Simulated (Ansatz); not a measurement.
# BH3···HCl: what the fields show

Input

```
crystal:
  periodic: [false, false, false]
  atoms:
    - { symbol: B, position_ang: [0.016245, -0.381086, -0.383239] }
    - { symbol: Cl, position_ang: [0.012473, -0.018578, 2.648829] }
    - { symbol: H, position_ang: [1.069994, 0.175862, -0.612876] }
    - { symbol: H, position_ang: [-1.057907, 0.138339, -0.604258] }
    - { symbol: H, position_ang: [0.040147, -1.52267, 0.002798] }
    - { symbol: H, position_ang: [0.036848, -1.062468, 1.805047] }
basis:
  gaussian: { orbitals: def2-SVP }
hamiltonian:
  xc: pbe
relax:
  f_tol: 0.03
  max_steps: 50
output:
  orbitals: {}
```

Run with:

```sh
ansatz run input.yaml --threads 1 --pin off --max-ram 2048MiB --backend cpu --events-out ev --progress --plain --runs-dir out
```

The fields are those of the run's last geometry, not of the input's.

All numbers below come from Ansatz, RKS PBE/def2-SVP.

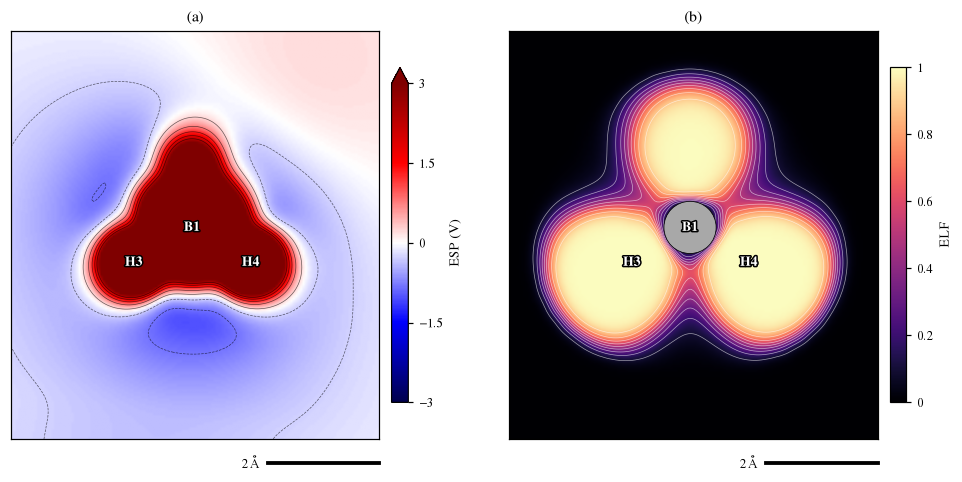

Figure 1. (a) molecular electrostatic potential; (b) ELF on the plane of atoms H3, B1 and H4. Grey discs cover the atomic cores in the ELF map.

**Read the bonding off the picture.**

The section cuts through B and H sites. B–H (1.22 Å): the ELF climbs to about 1 towards the hydrogen, as it does in any bond to H (an ordinary covalent bond to hydrogen). Outside the dense part of the complex the potential is most negative (−1.0 V) near H3.

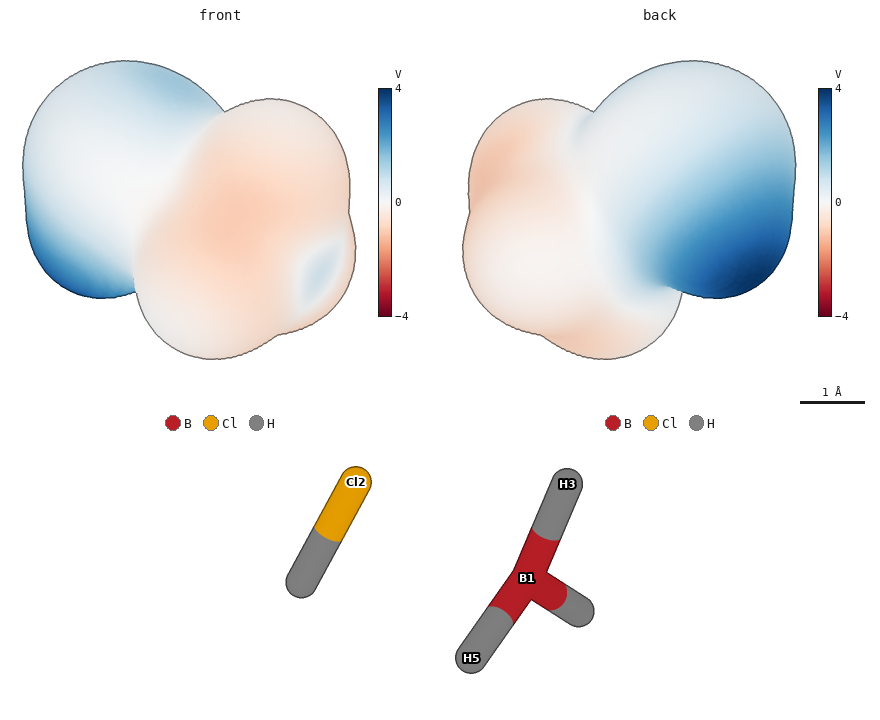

Figure 2. The electrostatic potential painted on the density surface at 0.004 e/bohr³, seen from the front and from behind; the colour scale runs from red (negative) to blue (positive). The bare structure is drawn below in the same view.

**Where is the surface potential most negative and most positive?**

The most negative region (about −1.0 V) lies over H3, the most positive (about +3.8 V) over H6. Cl2 shows a σ-hole: about +1.3 V at the tip opposite its bond, against about +0.2 V on its flanks.

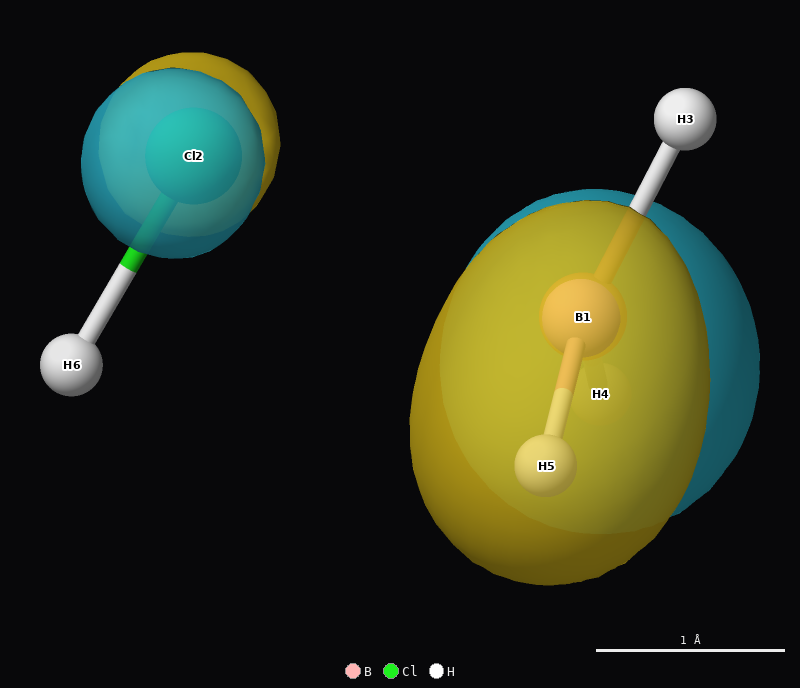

Figure 3. One frontier orbital at ±0.2 Å⁻³ᐟ² (yellow and cyan are the two phases), seen across its widest extent.

**Which orbital is it: HOMO or LUMO?**

The HOMO, at −7.23 eV. It lies mainly on B1 (about 35 %), H4 (about 25 %), H5 (about 20 %) and Cl2 (about 15 %).
